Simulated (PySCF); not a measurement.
## Single-point calculation, with input and output: CuCl3

The run: single-point calculation of CuCl3, multiplicity 3. Method and program: UKS-based PBE0, Cu def2-TZVP, Cl def2-TZVP; non-relativistic Hamiltonian; density fitting (PySCF 2.14.0).

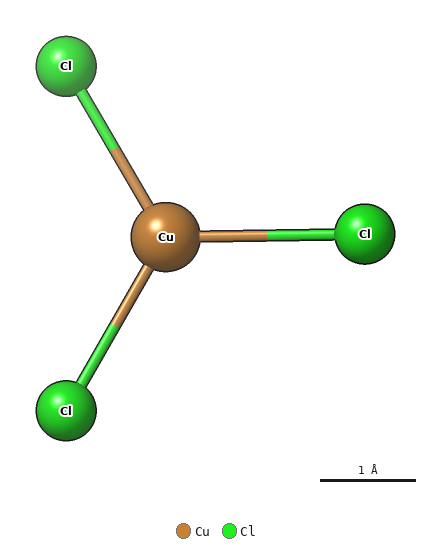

The structure as given in the input (ball-and-stick view, seen on its broad side). Sticks mark near contacts. Bond lengths as drawn: Cl–Cu 2.11 Å.

## Summary

| quantity | value |
| --- | --- |
| outcome | converged |
| SCF energy | −3020.492941 hartree |
| hardware | 4 threads of Arm Neoverse V1, 24 GiB of memory available, shared host |
| wall time | 39 s (CPU time 2.2 min) |
| peak memory | 0.67 GiB |

## The input
```python
from pyscf import gto, scf, dft
mol = gto.M(atom='''
Cu     0.000000     0.000000     0.000000
Cl     2.110000     0.000000     0.000000
Cl    -1.055000     1.827300     0.000000
Cl    -1.055000    -1.827300     0.000000''',
    basis={'Cu': 'def2-TZVP', 'Cl': 'def2-TZVP'},
    charge=0, spin=2)
mf = dft.UKS(mol, xc='PBE0')
mf.grids.atom_grid = (50, 194)
aux = {'Cu': 'def2-universal-JKFIT', 'Cl': 'def2-universal-JKFIT'}
mf = mf.density_fit(auxbasis=aux)
mf.conv_tol = 1e-08
mf.diis_space = 10
mf.max_cycle = 60
mf.init_guess = 'minao'
mf.verbose = 4
mf.kernel()
```

The script is an equivalent of the set-up of the self-consistent field. The run itself was carried out by a driver, which started from the orbitals of the step before it where there was one and computed the further properties.

Command:
```bash
OMP_NUM_THREADS=4 python axn.py task.json out
```

## Output
```
init E= -3020.28157835922
  alpha nocc = 41  HOMO = -0.108044855550394  LUMO = 0.00265798582009324
  beta  nocc = 39  HOMO = -0.120840447333756  LUMO = -0.108050511612471
cycle= 1 E= -3017.5834990547  delta_E=  2.7  |g|= 3.75  |ddm|= 1.55
  alpha nocc = 41  HOMO = -0.349840104389642  LUMO = -0.263604954344203
cycle= 2 E= -3007.78391064182  delta_E=  9.8  |g|= 7.52  |ddm|= 5.45
  alpha nocc = 41  HOMO = -0.362861457074289  LUMO = -0.0262411254193715
  beta  nocc = 39  HOMO = -0.353561620265761  LUMO = -0.346284265031051
  HOMO = -0.353561620266  LUMO = -0.346284265031  gap/eV = 0.19803
cycle= 3 E= -3019.65270001674  delta_E= -11.9  |g|= 2.04  |ddm|= 4.65
  alpha nocc = 41  HOMO = -0.202289513008911  LUMO = -0.0306568558882354
  beta  nocc = 39  HOMO = -0.235505482230523  LUMO = -0.210381903179349
cycle= 4 E= -3019.41536250854  delta_E= 0.237  |g|= 1.29  |ddm|=  1.4
  alpha nocc = 41  HOMO = -0.305150153058308  LUMO = -0.00724602224499904
  beta  nocc = 39  HOMO = -0.297792215022712  LUMO = -0.242964823859702
  HOMO = -0.297792215023  LUMO = -0.24296482386  gap/eV = 1.49193
cycle= 5 E= -3020.28088881307  delta_E= -0.866  |g|= 0.576  |ddm|= 1.46
  alpha nocc = 41  HOMO = -0.311956383695052  LUMO = 0.012159437429851
  beta  nocc = 39  HOMO = -0.30009337878164  LUMO = -0.244160944207911
  HOMO = -0.300093378782  LUMO = -0.244160944208  gap/eV = 1.52200
cycle= 6 E= -3020.33083012484  delta_E= -0.0499  |g|= 0.789  |ddm|= 0.789
  alpha nocc = 41  HOMO = -0.33695641524668  LUMO = 0.00180245293264747
  beta  nocc = 39  HOMO = -0.308195725678076  LUMO = -0.252372977113155
  HOMO = -0.308195725678  LUMO = -0.252372977113  gap/eV = 1.51901
cycle= 7 E= -3020.47361999593  delta_E= -0.143  |g|= 0.279  |ddm|= 0.239
  alpha nocc = 41  HOMO = -0.341011865121025  LUMO = -0.000184400946540819
  beta  nocc = 39  HOMO = -0.318204716919348  LUMO = -0.248016590964665
  HOMO = -0.318204716919  LUMO = -0.248016590965  gap/eV = 1.90992
cycle= 8 E= -3020.4893187355  delta_E= -0.0157  |g|= 0.0818  |ddm|= 0.125
  alpha nocc = 41  HOMO = -0.350372306241432  LUMO = -0.00126792264977382
  beta  nocc = 39  HOMO = -0.321409279542835  LUMO = -0.249456198597684
  HOMO = -0.321409279543  LUMO = -0.249456198598  gap/eV = 1.95794
cycle= 9 E= -3020.49155545111  delta_E= -0.00224  |g|= 0.056  |ddm|= 0.046
  alpha nocc = 41  HOMO = -0.353112205210213  LUMO = -0.00140368837428895
  beta  nocc = 39  HOMO = -0.32408303924687  LUMO = -0.24811799199307
  HOMO = -0.324083039247  LUMO = -0.248117991993  gap/eV = 2.06711
cycle= 10 E= -3020.49267849807  delta_E= -0.00112  |g|= 0.0124  |ddm|= 0.0507
  alpha nocc = 41  HOMO = -0.354116361367839  LUMO = -0.00211822600811118
  beta  nocc = 39  HOMO = -0.326304379052228  LUMO = -0.24904926588872
  HOMO = -0.326304379052  LUMO = -0.249049265889  gap/eV = 2.10222
cycle= 11 E= -3020.492833222  delta_E= -0.000155  |g|= 0.00347  |ddm|= 0.0237
  alpha nocc = 41  HOMO = -0.354203683571531  LUMO = -0.00198784503016824
  beta  nocc = 39  HOMO = -0.327047353794758  LUMO = -0.248941318538161
  HOMO = -0.327047353795  LUMO = -0.248941318538  gap/eV = 2.12537
cycle= 12 E= -3020.49290712211  delta_E= -7.39e-05  |g|= 0.00255  |ddm|= 0.0233
  alpha nocc = 41  HOMO = -0.354765624797854  LUMO = -0.00201976098969681
  beta  nocc = 39  HOMO = -0.327669670763146  LUMO = -0.248920171640303
  HOMO = -0.327669670763  LUMO = -0.24892017164  gap/eV = 2.14288
cycle= 13 E= -3020.49293311787  delta_E= -2.6e-05  |g|= 0.00134  |ddm|= 0.0164
  alpha nocc = 41  HOMO = -0.354888016661863  LUMO = -0.00199821495092678
  beta  nocc = 39  HOMO = -0.327782293748101  LUMO = -0.248811326168558
  HOMO = -0.327782293748  LUMO = -0.248811326169  gap/eV = 2.14891
cycle= 14 E= -3020.49293805971  delta_E= -4.94e-06  |g|= 0.000575  |ddm|= 0.00646
  alpha nocc = 41  HOMO = -0.354953531613794  LUMO = -0.00199246714752022
  beta  nocc = 39  HOMO = -0.327750885769734  LUMO = -0.248689668123539
  HOMO = -0.32775088577  LUMO = -0.248689668124  gap/eV = 2.15137
cycle= 15 E= -3020.49294027101  delta_E= -2.21e-06  |g|= 0.000487  |ddm|= 0.00466
  alpha nocc = 41  HOMO = -0.355012153673236  LUMO = -0.00199877773598089
  beta  nocc = 39  HOMO = -0.327719874111251  LUMO = -0.248578911116322
  HOMO = -0.327719874111  LUMO = -0.248578911116  gap/eV = 2.15354
cycle= 16 E= -3020.4929410989  delta_E= -8.28e-07  |g|= 0.000104  |ddm|= 0.00361
  alpha nocc = 41  HOMO = -0.35502976544516  LUMO = -0.0020019490679104
  beta  nocc = 39  HOMO = -0.327699845381864  LUMO = -0.248538722854733
  HOMO = -0.327699845382  LUMO = -0.248538722855  gap/eV = 2.15408
cycle= 17 E= -3020.49294117767  delta_E= -7.88e-08  |g|= 8.03e-05  |ddm|= 0.00113
  alpha nocc = 41  HOMO = -0.3550271985146  LUMO = -0.00200071190890583
  beta  nocc = 39  HOMO = -0.327695619109811  LUMO = -0.248524933952628
  HOMO = -0.32769561911  LUMO = -0.248524933953  gap/eV = 2.15434
cycle= 18 E= -3020.49294118648  delta_E= -8.8e-09  |g|= 3.71e-05  |ddm|= 0.0002
  alpha nocc = 41  HOMO = -0.355024650221801  LUMO = -0.00200116896836278
  beta  nocc = 39  HOMO = -0.327695929834088  LUMO = -0.248520875177756
  HOMO = -0.327695929834  LUMO = -0.248520875178  gap/eV = 2.15446
```

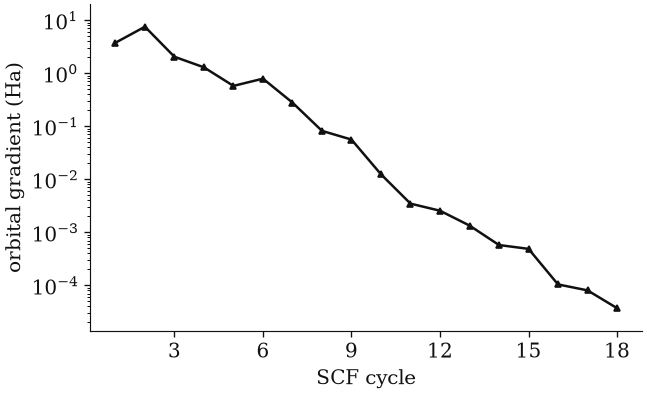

Convergence of the self-consistent field: orbital gradient against the SCF cycle. The residual comes down, with one marked jump up, by a factor of about 2, at step 2.

```
Extra cycle  E= -3020.49294118712  delta_E= -6.41e-10  |g|= 8.59e-05  |ddm|= 0.000124
converged SCF energy = -3020.49294118712  <S^2> = 2.0093437  2S+1 = 3.0062227
```
